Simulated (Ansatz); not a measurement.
**A hypothetical structure for Y2B**

This structure for Y2B is made up. Its elements were placed in a known structure type with a cell scaled to their sizes. What cell does the guess relax to, and how far off was it?

Main program and level: Ansatz 0.2.0; DFT, PBE, plane-wave PAW, files of the set soft_1, scalar-relativistic, no spin, cell and ions relaxed at zero pressure; PAW set soft_1.

### 1. Set-up

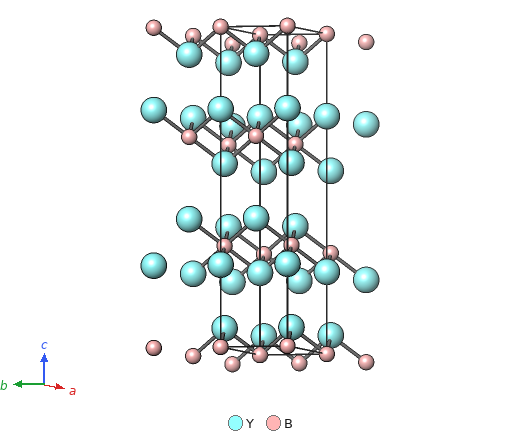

The cell as given, from a free direction (yttrium teal, boron pink). 2×2×1 cells are drawn. This picture shows the conventional cell, with its axes. Bonds to atoms that aren't drawn are left out. Some periodic images of atoms are drawn too.

Structure file:

```cif
data_structure
_symmetry_space_group_name_H-M 'P 1'
_symmetry_Int_Tables_number 1
_cell_length_a 6.1571
_cell_length_b 6.1571
_cell_length_c 6.1571
_cell_angle_alpha 34.075
_cell_angle_beta 34.075
_cell_angle_gamma 34.075
_cell_volume 65.32
loop_
_atom_site_label
_atom_site_type_symbol
_atom_site_fract_x
_atom_site_fract_y
_atom_site_fract_z
_atom_site_occupancy
Y1 Y 0.74300 0.74300 0.74300 1
Y2 Y 0.25700 0.25700 0.25700 1
B3 B 0.00000 0.00000 0.00000 1
```

### 2. Relaxing cell and atoms

The guessed cell has no reason to be at equilibrium. It is relaxed with the atoms, within the space group of the guess.

input.yaml

```yaml
crystal:
  lattice:
    - [1.804, 1.041539886, 5.794]
    - [-1.804, 1.041539886, 5.794]
    - [0.0, -2.083079771, 5.794]
  atoms:
    - { symbol: "Y", position: [0.743, 0.743, 0.743] }
    - { symbol: "Y", position: [0.257, 0.257, 0.257] }
    - { symbol: B, position: [0.0, 0.0, 0.0] }
kpoints:
  mp_grid: { grid: [9, 9, 9] }
scf:
  occupations: { method: fermi_dirac, width: 0.05 }
hamiltonian:
  xc: pbe
  pseudopotentials: { kind: paw, azcp: { folder: soft_1 } }
relax:
  f_tol: 0.015
  max_steps: 70
  cell: {}
output:
  forces: true
  stress: true
```

Command:

```bash
ansatz run input.yaml --threads 4 --pin off --max-ram 8192MiB --backend cpu --events-out ev --progress --plain --runs-dir out
```

Numbers of over 12 decimals in the logs are rounded to 6 here.

The log of the run:

```text
basis.fft_grid_basis auto: the FFT boxes are laid along the combinations [[1, 0, -1], [0, 1, -1], [0, 0, 1]] of the cell's own vectors, 3.608, 3.608 and 6.157 Å long. The dense box has 25×25×45 points. Along the cell's own vectors, as sized, it would have 45×45×45, 3.24 times as many. Of the 12 symmetry operations that the crystal satisfies within crystal.symmetry.tolerance (time reversal apart; of a slab, those that [...]
Engine: ansatz 0.2.0, aarch64-unknown-linux-gnu
Pseudopotentials: kind: paw
Pseudopotential: Y, paw, valence charge 11, recommended cutoff 420 eV (normal), soft_1/Y.paw.azcp
Pseudopotential: B, paw, valence charge 3, recommended cutoff 420 eV (normal), soft_1/B.paw.azcp
Functional definition: PBE
  parameter kappa = 0.804
  parameter beta = 0.066725
  exchange = pbe_x(kappa = kappa, mu = beta*pi^2/3)
  correlation = pbe_c(beta = beta)
Crystal: 3 atoms, lattice volume = 65.319 Å³
Basis set: ecut = 420 eV, 1249 PW (Γ), FFT grids on a1−a3, a2−a3, a3, exchange–correlation on 50×50×90 points (8 copies of the dense FFT grid, shifted against one another)
Bands: 17, of which v1, the nominal top of the filled ones, is band 13 counted from 1 (12 counted from 0)
Symmetry: 12 space group operations
Space group: R-3m (ITA 166), of the structure as read, at distance tolerance 4.0e-5 Å
k-points: 85 of 729
Non-local potential: Y, projectors of the file, l = 0: 3, l = 1: 2, l = 2: 2, l = 3: 1
Non-local potential: B, projectors of the file, l = 0: 2, l = 1: 2, l = 2: 1
PAW form: soft (Blöchl's): semilocal exchange-correlation on the pseudo side does not see the compensation charge
PAW one-centre angular grid: Y, 590 points (default); XC on 64 Gauss nodes
PAW one-centre angular grid: B, 110 points (default); XC on 64 Gauss nodes
Initial density: superposition of atomic densities (chi_scale 0.1, normalization cell, long waves kept (reshape's long-wave potential 0.02 eV rms))
Initial wavefunctions: pseudopotential atomic-orbital guess
Functional: x = pbe(κ = 0.804, μ = 0.219515), c = pbe(β = 0.066725)
SCF iter   1: F=—  HF=-7856.135849 eV  |F-HF|=—  |Δ(HF+E_count)|=         —  Δρ=8.32e-2  dr2=1.70e1  ethr=3.10e-3  ⟨swp⟩=5.8  Hψ=6473  notcnv=0
preconditioner: auto → Kerker (q_TF=auto, 2.325 Å⁻¹)  [metal: Δε(μ)=0.003 eV  Ē_g=5.479 eV  σ=0.050 eV  W_gap=0.02  n_scr=16 (ndim 8)  ℏωp=13.8 eV  f_vac=0.000  D(μ)=3.37/eV (n_scr^D=28)]
SCF iter   2: F=—  HF=-7853.428900 eV  |F-HF|=—  |Δ(HF+E_count)|=    2.71e0  Δρ=3.33e-2  dr2=3.61e0  ethr=3.10e-3  ⟨swp⟩=3.0  Hψ=3102  notcnv=0
SCF iter   3: F=—  HF=-7852.858783 eV  |F-HF|=—  |Δ(HF+E_count)|=   5.70e-1  Δρ=9.45e-3  dr2=8.85e-2  ethr=3.10e-3  ⟨swp⟩=2.9  Hψ=2590  notcnv=0
SCF iter   4: F=—  HF=-7852.844590 eV  |F-HF|=—  |Δ(HF+E_count)|=   1.42e-2  Δρ=3.74e-3  dr2=4.05e-2  ethr=3.54e-4  ⟨swp⟩=2.0  Hψ=2369  notcnv=0
SCF iter   5: F=—  HF=-7852.843287 eV  |F-HF|=—  |Δ(HF+E_count)|=   1.30e-3  Δρ=2.80e-3  dr2=2.36e-2  ethr=1.62e-4  ⟨swp⟩=2.0  Hψ=2123  notcnv=0
SCF iter   6: F=—  HF=-7852.841281 eV  |F-HF|=—  |Δ(HF+E_count)|=   2.01e-3  Δρ=1.11e-3  dr2=3.82e-3  ethr=9.43e-5  ⟨swp⟩=1.0  Hψ=1477  notcnv=0
SCF iter   7: F=—  HF=-7852.840875 eV  |F-HF|=—  |Δ(HF+E_count)|=   4.07e-4  Δρ=2.13e-4  dr2=1.42e-4  ethr=1.53e-5  ⟨swp⟩=1.0  Hψ=1445  notcnv=0
SCF iter   8: F=—  HF=-7852.840862 eV  |F-HF|=—  |Δ(HF+E_count)|=   1.24e-5  Δρ=6.00e-5  dr2=8.16e-6  ethr=5.68e-7  ⟨swp⟩=1.9  Hψ=1630  notcnv=0
SCF iter   9: F=—  HF=-7852.840856 eV  |F-HF|=—  |Δ(HF+E_count)|=   6.07e-6  Δρ=1.60e-5  dr2=4.96e-7  ethr=3.26e-8  ⟨swp⟩=1.0  Hψ=1448  notcnv=0
SCF iter  10: F=-7852.840856 eV  HF=-7852.840856 eV  |F-HF|=2.56e-9  |Δ(HF+E_count)|=   5.79e-8  Δρ=1.97e-6  dr2=4.09e-9  ethr=4.00e-10  ⟨swp⟩=4.0  Hψ=4408  notcnv=0
SCF 1 converged in 10 iterations: F = -7852.840856 eV  dr2 = 4.09e-9
  greatest PAW one-centre occupation: 0.993 electrons in one spin orbital (limit 2), on the Y atom at site 1 (counted from 0), in its partial waves of l = 0
relax step   1: F+E_penalty+E_count = -7852.84085634 eV  Δ(F+E_penalty+E_count) = +0.000e0 eV  max|allowed force component| = 1.069e0 eV/Å  Δτ_max = 0.0000 Å  P = +12.158 GPa  Ω = 65.319 Å³  (10 SCF iters, dr2 threshold 1.00e-7 eV, accepted)
Crystal: 3 atoms, lattice volume = 74.382 Å³
Basis set: ecut = 420 eV, 1467 PW (Γ), FFT grids on a1−a3, a2−a3, a3, exchange–correlation on 50×50×90 points (8 copies of the dense FFT grid, shifted against one another)
Initial density: handed on by an earlier stage of this run
Initial wavefunctions: those handed on with the density
SCF iter   1: F=—  HF=-7854.178789 eV  |F-HF|=—  |Δ(HF+E_count)|=         —  Δρ=4.46e-2  dr2=7.15e0  ethr=3.10e-3  ⟨swp⟩=7.5  Hψ=8182  notcnv=0
preconditioner: auto → Kerker (q_TF=auto, 2.275 Å⁻¹)  [metal: Δε(μ)=0.011 eV  Ē_g=3.604 eV  σ=0.050 eV  W_gap=0.05  n_scr=16 (ndim 8)  ℏωp=12.9 eV  f_vac=0.000  D(μ)=3.21/eV (n_scr^D=28)]
SCF iter   2: F=—  HF=-7853.277103 eV  |F-HF|=—  |Δ(HF+E_count)|=   9.02e-1  Δρ=1.41e-2  dr2=8.38e-1  ethr=3.10e-3  ⟨swp⟩=2.2  Hψ=2888  notcnv=0
SCF iter   3: F=—  HF=-7853.173292 eV  |F-HF|=—  |Δ(HF+E_count)|=   1.04e-1  Δρ=5.62e-3  dr2=4.32e-2  ethr=3.10e-3  ⟨swp⟩=1.7  Hψ=1650  notcnv=0
SCF iter   4: F=—  HF=-7853.166907 eV  |F-HF|=—  |Δ(HF+E_count)|=   6.39e-3  Δρ=4.41e-3  dr2=5.60e-2  ethr=1.73e-4  ⟨swp⟩=2.1  Hψ=2789  notcnv=0
SCF iter   5: F=—  HF=-7853.160967 eV  |F-HF|=—  |Δ(HF+E_count)|=   5.94e-3  Δρ=6.82e-4  dr2=1.20e-3  ethr=1.73e-4  ⟨swp⟩=2.0  Hψ=1804  notcnv=0
SCF iter   6: F=—  HF=-7853.160902 eV  |F-HF|=—  |Δ(HF+E_count)|=   6.44e-5  Δρ=2.93e-4  dr2=2.80e-4  ethr=4.80e-6  ⟨swp⟩=2.0  Hψ=1634  notcnv=0
SCF iter   7: F=—  HF=-7853.160865 eV  |F-HF|=—  |Δ(HF+E_count)|=   3.76e-5  Δρ=1.19e-4  dr2=4.13e-5  ethr=1.12e-6  ⟨swp⟩=1.0  Hψ=1445  notcnv=0
SCF iter   8: F=—  HF=-7853.160861 eV  |F-HF|=—  |Δ(HF+E_count)|=   3.58e-6  Δρ=5.90e-5  dr2=8.40e-6  ethr=1.65e-7  ⟨swp⟩=1.0  Hψ=1445  notcnv=0
SCF iter   9: F=—  HF=-7853.160861 eV  |F-HF|=—  |Δ(HF+E_count)|=   7.40e-7  Δρ=2.30e-5  dr2=1.20e-6  ethr=3.36e-8  ⟨swp⟩=1.0  Hψ=1445  notcnv=0
SCF iter  10: F=-7853.160860 eV  HF=-7853.160860 eV  |F-HF|=1.27e-9  |Δ(HF+E_count)|=   1.30e-7  Δρ=1.39e-6  dr2=2.08e-9  ethr=1.20e-9  ⟨swp⟩=4.0  Hψ=4389  notcnv=0
SCF 2 converged in 10 iterations: F = -7853.160860 eV  dr2 = 2.08e-9
relax step   2: F+E_penalty+E_count = -7853.16086038 eV  Δ(F+E_penalty+E_count) = -3.200e-1 eV  max|allowed force component| = 4.961e-1 eV/Å  Δτ_max = 0.1063 Å  P = -1.056 GPa  Ω = 74.382 Å³  energy of the carried Pulay correction = -1.313e-3 eV  (10 SCF iters, dr2 threshold 3.00e-7 eV, accepted)
Crystal: 3 atoms, lattice volume = 79.997 Å³
Basis set: ecut = 420 eV, 1545 PW (Γ), FFT grids on a1−a3, a2−a3, a3, exchange–correlation on 50×50×90 points (8 copies of the dense FFT grid, shifted against one another)
SCF iter   1: F=—  HF=-7853.622575 eV  |F-HF|=—  |Δ(HF+E_count)|=         —  Δρ=2.57e-2  dr2=2.37e0  ethr=3.10e-3  ⟨swp⟩=7.9  Hψ=9009  notcnv=0
preconditioner: auto → Kerker (q_TF=auto, 2.248 Å⁻¹)  [metal: Δε(μ)=0.035 eV  Ē_g=4.175 eV  σ=0.050 eV  W_gap=0.17  n_scr=16 (ndim 8)  ℏωp=12.5 eV  f_vac=0.000  D(μ)=3.23/eV (n_scr^D=28)]
SCF iter   2: F=—  HF=-7853.309862 eV  |F-HF|=—  |Δ(HF+E_count)|=   3.13e-1  Δρ=1.16e-2  dr2=5.85e-1  ethr=3.10e-3  ⟨swp⟩=1.9  Hψ=2463  notcnv=0
SCF iter   3: F=—  HF=-7853.217169 eV  |F-HF|=—  |Δ(HF+E_count)|=   9.27e-2  Δρ=2.64e-3  dr2=1.77e-2  ethr=2.34e-3  ⟨swp⟩=2.0  Hψ=1767  notcnv=0
SCF iter   4: F=—  HF=-7853.213312 eV  |F-HF|=—  |Δ(HF+E_count)|=   3.86e-3  Δρ=8.90e-4  dr2=2.83e-3  ethr=7.10e-5  ⟨swp⟩=1.9  Hψ=2047  notcnv=0
SCF iter   5: F=—  HF=-7853.213455 eV  |F-HF|=—  |Δ(HF+E_count)|=   1.42e-4  Δρ=8.88e-4  dr2=3.32e-3  ethr=1.13e-5  ⟨swp⟩=2.0  Hψ=1796  notcnv=0
SCF iter   6: F=—  HF=-7853.213131 eV  |F-HF|=—  |Δ(HF+E_count)|=   3.24e-4  Δρ=1.73e-4  dr2=5.55e-5  ethr=1.13e-5  ⟨swp⟩=1.0  Hψ=1454  notcnv=0
SCF iter   7: F=—  HF=-7853.213105 eV  |F-HF|=—  |Δ(HF+E_count)|=   2.63e-5  Δρ=5.65e-5  dr2=3.76e-6  ethr=2.22e-7  ⟨swp⟩=1.5  Hψ=1525  notcnv=0
SCF iter   8: F=—  HF=-7853.213105 eV  |F-HF|=—  |Δ(HF+E_count)|=   9.98e-8  Δρ=3.31e-5  dr2=3.10e-6  ethr=1.50e-8  ⟨swp⟩=2.0  Hψ=1742  notcnv=0
SCF iter   9: F=-7853.213104 eV  HF=-7853.213104 eV  |F-HF|=1.10e-7  |Δ(HF+E_count)|=   2.78e-7  Δρ=7.72e-6  dr2=1.40e-7  ethr=1.20e-9  ⟨swp⟩=3.0  Hψ=4839  notcnv=0
SCF 3 converged in 9 iterations: F = -7853.213104 eV  dr2 = 1.40e-7
relax step   3: F+E_penalty+E_count = -7853.21310433 eV  Δ(F+E_penalty+E_count) = -5.224e-2 eV  max|allowed force component| = 4.559e-2 eV/Å  Δτ_max = 0.1836 Å  P = -0.628 GPa  Ω = 79.997 Å³  energy of the carried Pulay correction = -2.045e-3 eV  (9 SCF iters, dr2 threshold 3.00e-7 eV, accepted)
[...]
relax step   4: F+E_penalty+E_count = -7853.22154630 eV  Δ(F+E_penalty+E_count) = -8.442e-3 eV  max|allowed force component| = 1.524e-3 eV/Å  Δτ_max = 0.0390 Å  P = -0.331 GPa  Ω = 77.954 Å³  energy of the carried Pulay correction = -1.785e-3 eV  (6 SCF iters, dr2 threshold 3.00e-7 eV, accepted)
[...]
relax step   5: F+E_penalty+E_count = -7853.22321528 eV  Δ(F+E_penalty+E_count) = -1.669e-3 eV  max|allowed force component| = 1.780e-2 eV/Å  Δτ_max = 0.0150 Å  P = +0.025 GPa  Ω = 76.924 Å³  energy of the carried Pulay correction = -1.651e-3 eV  (6 SCF iters, dr2 threshold 3.00e-7 eV, accepted)
[...]
relax step   6: F+E_penalty+E_count = -7853.22346127 eV  Δ(F+E_penalty+E_count) = -2.460e-4 eV  max|allowed force component| = 1.229e-3 eV/Å  Δτ_max = 0.0102 Å  P = -0.014 GPa  Ω = 76.588 Å³  energy of the carried Pulay correction = -1.607e-3 eV  (7 SCF iters, dr2 threshold 1.98e-8 eV, accepted)
[...]
relax step   7: F+E_penalty+E_count = -7853.22348011 eV  Δ(F+E_penalty+E_count) = -1.885e-5 eV  max|allowed force component| = 1.068e-4 eV/Å  Δτ_max = 0.0004 Å  P = -0.000 GPa  Ω = 76.561 Å³  energy of the carried Pulay correction = -1.604e-3 eV  (6 SCF iters, dr2 threshold 7.08e-9 eV, accepted)
[...]
relax step   8: F+E_penalty+E_count = -7853.22653092 eV  Δ(F+E_penalty+E_count) = -3.051e-3 eV  max|allowed force component| = 4.238e-4 eV/Å  Δτ_max = 0.0000 Å  P = +0.043 GPa  Ω = 76.561 Å³  stress off target by 5.99e-2 GPa  SCF on the basis re-selected at this cell (its energy is not comparable with the rows above)  (6 SCF iters)
[...]
relax step   9: F+E_penalty+E_count = -7853.22653432 eV  Δ(F+E_penalty+E_count) = -3.394e-6 eV  max|allowed force component| = 2.110e-4 eV/Å  Δτ_max = 0.0023 Å  P = +0.002 GPa  Ω = 76.692 Å³  energy of the carried Pulay correction = -1.676e-5 eV  (6 SCF iters, dr2 threshold 8.98e-9 eV, accepted)
iter 1 solved again at ethr=3.03e-7 eV; its pass at ethr=3.10e-3 eV (dr2=7.58e-5 eV) is discarded
SCF iter   1: F=—  HF=-7853.226556 eV  |F-HF|=—  |Δ(HF+E_count)|=         —  Δρ=5.01e-6  dr2=1.37e-9  ethr=3.03e-7  ⟨swp⟩=3.4  Hψ=10512  notcnv=0
eigensolver tolerance schedule: the retry pair's looser diagonalisation over-reported the residual by 55165.47 of it (diagonalisation noise at an unbounded share of the residual, at the tolerance the schedule requests for it); recorded, not acted on — ethr = c·dr2/N_el stays at c = 1.0e-1
preconditioner: auto → Kerker (q_TF=auto, 2.263 Å⁻¹)  [metal: Δε(μ)=0.004 eV  Ē_g=3.892 eV  σ=0.050 eV  W_gap=0.02  n_scr=16 (ndim 8)  ℏωp=12.7 eV  f_vac=0.000  D(μ)=7.27/eV (n_scr^D=104)]
SCF iter   2: F=—  HF=-7853.226552 eV  |F-HF|=—  |Δ(HF+E_count)|=   4.09e-6  Δρ=2.57e-6  dr2=7.19e-10  ethr=5.50e-12  ⟨swp⟩=2.8  Hψ=3069  notcnv=0
SCF iter   3: F=—  HF=-7853.226552 eV  |F-HF|=—  |Δ(HF+E_count)|=   2.66e-8  Δρ=6.12e-7  dr2=5.11e-10  ethr=2.88e-12  ⟨swp⟩=2.0  Hψ=1823  notcnv=0
SCF iter   4: F=—  HF=-7853.226552 eV  |F-HF|=—  |Δ(HF+E_count)|=  5.61e-10  Δρ=1.79e-7  dr2=4.68e-11  ethr=2.04e-12  ⟨swp⟩=1.0  Hψ=1445  notcnv=0
SCF iter   5: F=-7853.226552 eV  HF=-7853.226552 eV  |F-HF|=3.09e-11  |Δ(HF+E_count)|=  2.64e-11  Δρ=1.15e-7  dr2=7.64e-12  ethr=1.00e-12  ⟨swp⟩=5.0  Hψ=5440  notcnv=0
SCF 10 converged in 5 iterations: F = -7853.226552 eV  dr2 = 7.64e-12
relax step  10: F+E_penalty+E_count = -7853.22655216 eV  Δ(F+E_penalty+E_count) = -1.784e-5 eV  max|allowed force component| = 1.739e-4 eV/Å  Δτ_max = 0.0000 Å  P = +0.002 GPa  Ω = 76.692 Å³  stress off target by 2.53e-3 GPa  SCF on the basis re-selected at this cell (its energy is not comparable with the rows above)  (5 SCF iters)
basis re-selected at this cell: Δ(F+E_penalty+E_count) = -1.784e-5 eV, ΔP = +0.000 GPa vs the last step (what re-selecting the basis moved, of the pressure what is left beyond the Pulay correction that the steps carried, after the strain that the cell walked since its last selection, with what the two solves' SCF thresholds leave and, on support functions, any second-order correction that the steps lacked; it is no m [...]
SCF converged after 5 iterations
Free energy (F): -7853.226552 eV
Harris-Foulkes:  -7853.226552 eV  (|F-HF|=3.09e-11)
Internal energy: -7853.170474 eV  (E = F + TS)
E sigma→0 (E₀):  -7853.198513 eV
Entropy (-TS):   -0.056078 eV (-18.693 meV/atom)
Fermi energy:    8.385651 eV
--- Per-component energies (eV) ---
  E_band       = -242.191565
  E_kinetic    = 676.774812
  E_local      = -1359.615609  (includes V_loc(G=0)·N_el)
  E_nonlocal   = 62.157795
  E_hartree    = 452.424599
  E_xc         = -388.953654
  E_vxc        = -448.047619  (∫ρ·V_xc dr)
  E_paw        = -5709.160040  (= ΣΔE_a)
  E_vpaw       = -78.310194  (= ΣTr[D̂ρ^β])
  E_aug_tail   = 0.000050  (compensation charges beyond the density's cutoff)
  E_ewald      = -1586.798425
  E_smearing   = -0.056078  (= −TS)
  E_closure    = 0.000000  (closes the sum)
  Σ components = -7853.226552   (vs F -7853.226552, Δ=0.00e0)
--- Forces (eV/Å), atoms counted from 1 ---
  atom   1  Y     -0.00000000    -0.00000000    -0.00017395
  atom   2  Y      0.00000000     0.00000000     0.00017395
  atom   3  B     -0.00000000     0.00000000     0.00000000
  max |Σ_I F_I| component: 1.23e-31 eV/Å
--- Stress (GPa, compression-positive) ---
        0.002171      -0.000000      -0.000000
       -0.000000       0.002171       0.000000
       -0.000000       0.000000       0.002532
  P = ⅓ Tr σ = 0.0023 GPa (0.023 kbar)
--- Relaxed structure (8 steps of the walk, 8 accepted, 2 SCFs on fresh bases) ---
  F+E_penalty+E_count = -7853.22655216 eV   max|allowed force component| = 1.739e-4 eV/Å   (the final SCF, on the basis selected at the relaxed cell)
  cell:  # Å, volume = 76.6920 Å³
    - [1.874104, 1.082014, 6.303362]
    - [-1.874104, 1.082014, 6.303362]
    - [0, -2.164029, 6.303362]
  atoms:
    - { symbol: Y, position: [0.742133, 0.742133, 0.742133] }
    - { symbol: Y, position: [0.257867, 0.257867, 0.257867] }
    - { symbol: B, position: [0, 0, 0] }
```

Run time: 11 s. Hardware: 4 threads of Arm Neoverse V2, shared host; peak memory 0.42 GiB; 39 s of CPU time.

Step by step:

| step | energy less that of the first step (eV) | largest force component (eV/Å) | pressure (GPa) | volume (Å³) |
| --- | --- | --- | --- | --- |
| 1 | 0.0000 | 1.0689 | 12.16 | 65.32 |
| 2 | -0.3200 | 0.4961 | -1.06 | 74.38 |
| 3 | -0.3722 | 0.0456 | -0.63 | 80.00 |
| 4 | -0.3807 | 0.0015 | -0.33 | 77.95 |
| 5 | -0.3824 | 0.0178 | 0.03 | 76.92 |
| 6 | -0.3826 | 0.0012 | -0.01 | 76.59 |
| 7 | -0.3826 | 0.0001 | 0.00 | 76.56 |
| 8* | -0.3857 | 0.0004 | 0.04 | 76.56 |
| 9 | -0.3857 | 0.0002 | 0.00 | 76.69 |
| 10* | -0.3857 | 0.0002 | 0.00 | 76.69 |

Relaxation steps marked * repeat the geometry before them on a plane-wave basis chosen anew for their cell, so energy and pressure can jump there.

The run keeps the 12 symmetry operations that it works with, so distortions that break them were not tested.

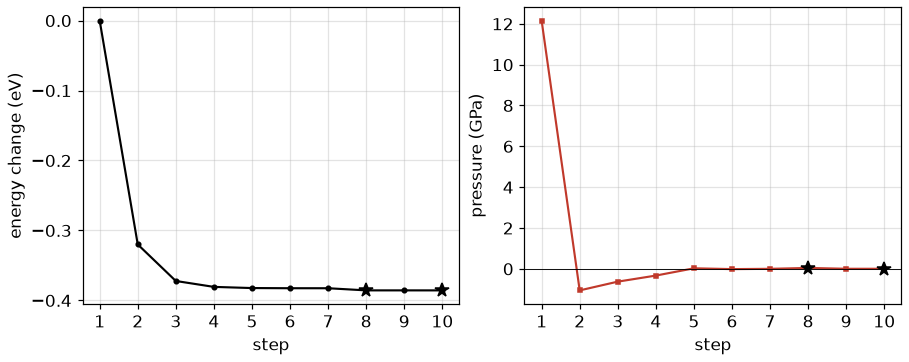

Energy and pressure along the relaxation. Stars mark steps on a basis chosen anew.

| conventional cell, symmetrised | before | after | change |
| --- | --- | --- | --- |
| a (Å) | 3.608 | 3.748 | +3.9 % |
| b (Å) | 3.608 | 3.748 | +3.9 % |
| c (Å) | 17.382 | 18.910 | +8.8 % |
| volume (Å³/atom) | 21.77 | 25.56 | +17.4 % |

The atoms that moved most (Å, as changes of fractional coordinates times the final cell):

| atom | dx | dy | dz | length |
| --- | --- | --- | --- | --- |
| Y1 | 0.000 | 0.000 | -0.016 | 0.016 |
| Y2 | 0.000 | 0.000 | 0.016 | 0.016 |

Final coordinates:

```xyz
3
Lattice="1.8741 1.0820 6.3034 -1.8741 1.0820 6.3034 0.0000 -2.1640 6.3034" Properties=species:S:1:pos:R:3 pbc="T T T"
Y     0.0000    0.0000   14.0338
Y     0.0000    0.0000    4.8763
B     0.0000    0.0000    0.0000
```

Numbers from this step:

```yaml
free_energy: -7853.2266 eV
energy_at_zero_smearing: -7853.1985 eV
smearing_term_ts: 0.05608 eV
fermi_energy: 8.386 eV
electrons: 25
symmetry_operations: 12
pressure: 0.002292 GPa
```

Shortest distances by pair of elements, guess and relaxed (not always the same contact):

| pair | guess (Å) | relaxed (Å) |
| --- | --- | --- |
| B–Y | 2.470 | 2.592 |
| Y–Y | 3.374 | 3.582 |
| B–B | 3.608 | 3.748 |

The relaxation ends with a largest force component of 1.7e-4 eV/Å and a pressure of 0.00 GPa.

### 3. Summary of results

| Quantity | Value |
| --- | --- |
| space group, relaxed | R-3m |
| conventional cell | a = 3.748, b = 3.748, c = 18.910 Å; α = 90.0°, β = 90.0°, γ = 120.0° |
| volume per atom | 25.56 Å³ (guess 21.77) |

Y2B relaxes to R-3m with a = 3.748, b = 3.748 and c = 18.910 Å. The guessed volume was 15 % too small. The space group R-3m was held in the relaxation, so the end point is a stationary structure within it and may be a saddle against distortions or other arrangements. Mesh and cutoff weren't tested. A vector of the cell changed its length by 8 %, more than the volume shows. No dispersion term is used, so weakly bound directions may come out too long. Nothing here tests whether the compound is stable against decomposition.

[Logs are printed without paths, hosts, clocks, repeated set-up lines and the standing remarks that a program may print on its own settings, such as how far it seeks lower states.]

[Hosts, paths, dates, database ids (printed as entryN), source tags and the programs' standing remarks are cut or masked in the printed files.]
